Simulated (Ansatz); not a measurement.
GeH$_{4}$SClF: several calculations on one system

## 1. Relaxation

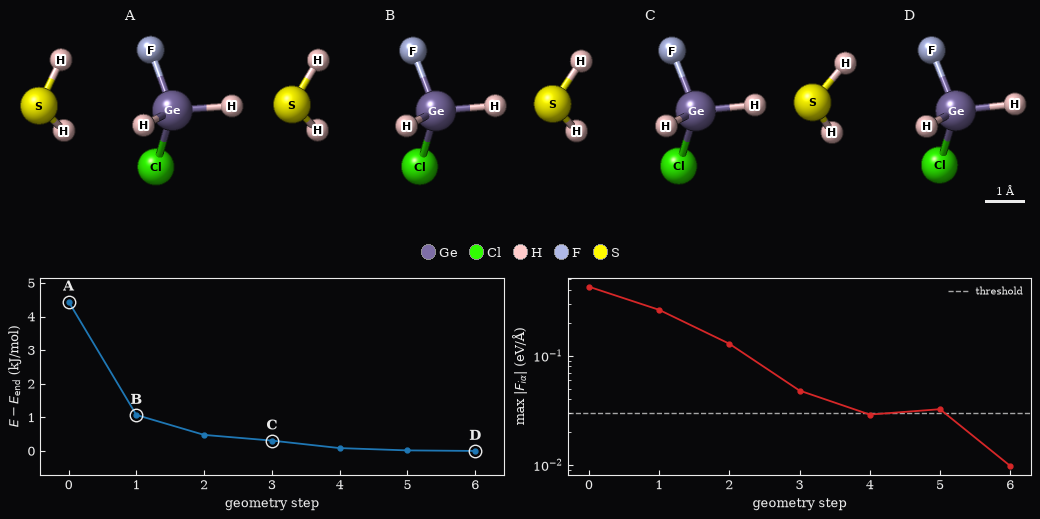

Frames of a relaxation of GeH4SClF, marked on the history of the run. The picture is a ball-and-stick view, seen at a tilt.

The run prepares an end point of a later path (reaction) calculation, from a guessed geometry.

The calculation used RKS PBE-D4/def2-SVP in Ansatz. Set-up: no spin polarisation; force threshold 0.03 eV/Å; at most 50 steps.

### What happens along the run?

The largest move after the best rigid fit is that of an H atom, 0.31 Å. Largest moves by element: H 0.31 Å, S 0.20 Å, Cl 0.10 Å, Ge 0.09 Å, F 0.05 Å. Near-neighbour distances that change, for instance: Ge–S 3.457 → 3.720 Å, Cl–Ge 2.206 → 2.170 Å, H–S 1.387 → 1.362 Å, F–Ge 1.757 → 1.763 Å. After 6 geometry steps the energy has fallen by 4.44 kJ/mol. Largest force component: 0.43 eV/Å at the start, 0.0098 eV/Å at the end. The run took 15 s on 2 threads of AMD EPYC 7R43 64-Core Processor (Zen 3), on a shared host, peak memory 0.17 GiB. From step 0 to 1: the S atom moves most (0.19 Å), energy −3.37 kJ/mol. From step 1 to 3: an H atom moves most (0.08 Å), energy −0.76 kJ/mol. From step 3 to 6: H atoms move most (0.12 Å), energy −0.31 kJ/mol.

Limits of the set-up: the start holds two separate molecules, 2.3 Å apart at their closest, whose relative position is a soft coordinate.

## 2. Relaxation

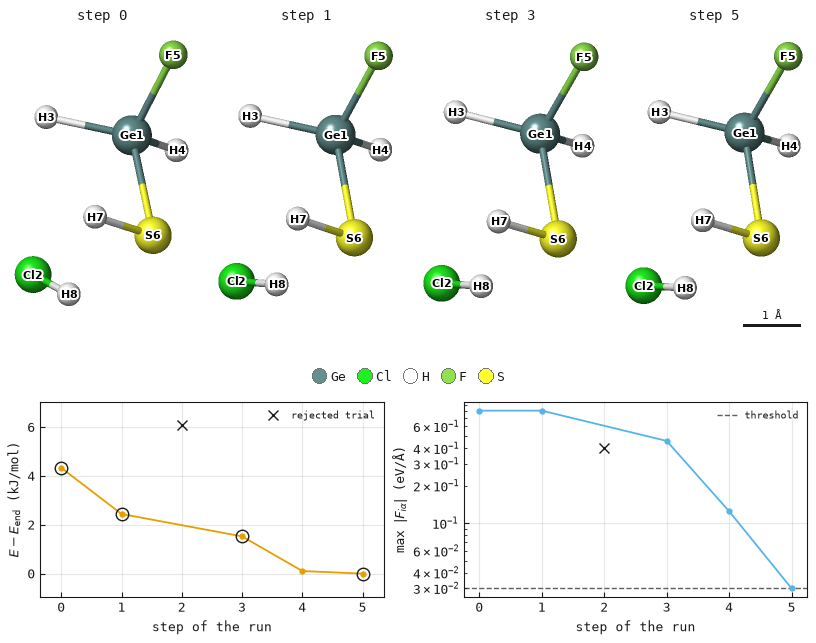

Frames of a relaxation of GeH4SClF, marked on the history of the run. The picture is a ball-and-stick view, seen from a free direction.

The run prepares an end point of a later path (reaction) calculation, from a guessed geometry.

Method: Ansatz, RKS PBE-D4/def2-SVP. (no spin polarisation; force threshold 0.03 eV/Å; at most 50 steps)

### What happens along the run?

Over 4 accepted moves (5 points after the start) the energy falls by 4.33 kJ/mol. Largest force component: 0.8 eV/Å at the start, 0.03 eV/Å at the end. The line search rejected the trial step at point 2 of the run. The largest move after the best rigid fit is that of Cl2, 0.23 Å. By element the largest moves are Cl 0.23 Å, H 0.16 Å, S 0.14 Å, F 0.09 Å, Ge 0.05 Å. Near-neighbour distances that change, for instance: Ge1–Cl2 3.423 → 3.560 Å, Cl2–H8 1.343 → 1.322 Å, Ge1–S6 2.251 → 2.256 Å, Ge1–F5 1.763 → 1.759 Å. From step 0 to 1: H8 moves most (0.19 Å), energy −1.89 kJ/mol. From step 1 to 3: Cl2 moves most (0.10 Å), energy −0.92 kJ/mol. From step 3 to 5: Cl2 moves most (0.05 Å), energy −1.52 kJ/mol.

```json
{"step": "0", "E − E(0), kJ/mol": "0.00", "largest force component, eV/Å": "0.8043", "note": ""}
{"step": "1", "E − E(0), kJ/mol": "-1.89", "largest force component, eV/Å": "0.8043", "note": ""}
{"step": "2", "E − E(0), kJ/mol": "1.74", "largest force component, eV/Å": "0.4055", "note": "rejected"}
{"step": "3", "E − E(0), kJ/mol": "-2.81", "largest force component, eV/Å": "0.4590", "note": ""}
{"step": "4", "E − E(0), kJ/mol": "-4.22", "largest force component, eV/Å": "0.1246", "note": ""}
{"step": "5", "E − E(0), kJ/mol": "-4.33", "largest force component, eV/Å": "0.0299", "note": ""}
```

Limits of the set-up: the start holds two separate molecules, 2.6 Å apart at their closest, whose relative position is a soft coordinate.

## 3. Path

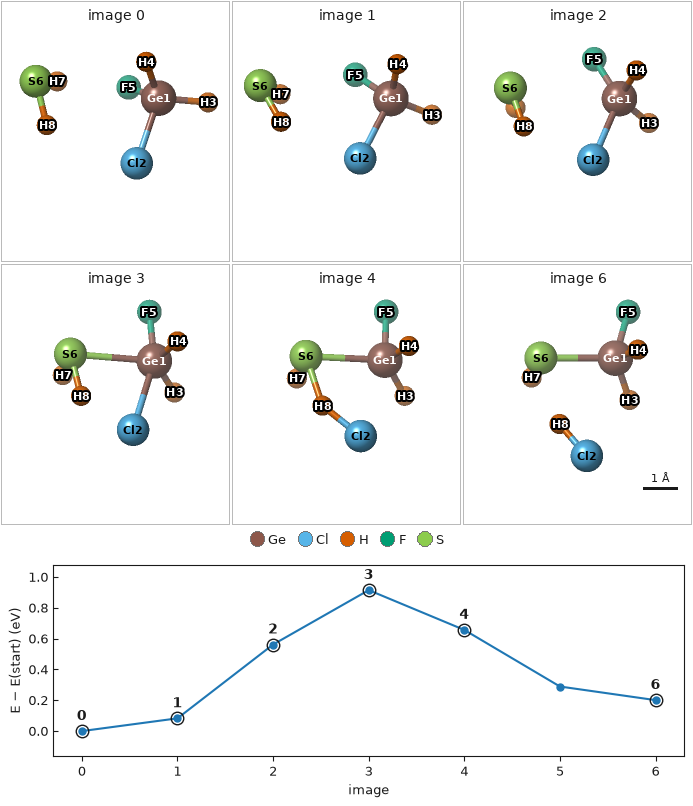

A nudged-elastic-band calculation for GeH4SClF, made up at the start of GeH2ClF and H$_{2}$S. Images are numbered from 0 (start) to 6 (end). A ball-and-stick model, seen at a tilt.

Computed with RKS PBE-D4/def2-SVP (Ansatz). Run with 5 movable images; climbing image; force threshold 0.05 eV/Å; iteration limit 60; starting path through a guess of the saddle point.

### What happens along the path, and what is the barrier?

Breaking: Ge1–Cl2 (2.17 → 2.51 at the top → 3.56 Å), S6–H8 (1.36 → 1.45 at the top → 2.31 Å). Forming: Cl2–H8 (2.92 → 1.89 at the top → 1.32 Å), Ge1–S6 (3.72 → 2.53 at the top → 2.26 Å). Forward barrier 0.91 eV, backward barrier 0.71 eV, with image 3 at the top; the reaction energy is +0.20 eV. The band is converged.

Limits of the set-up: the start holds two separate molecules, 2.3 Å apart at their closest, whose relative position is a soft coordinate.

Cost: 2.6 min on 2 threads of AMD EPYC 7R43 64-Core Processor (Zen 3) (shared host), peak memory 0.17 GiB.
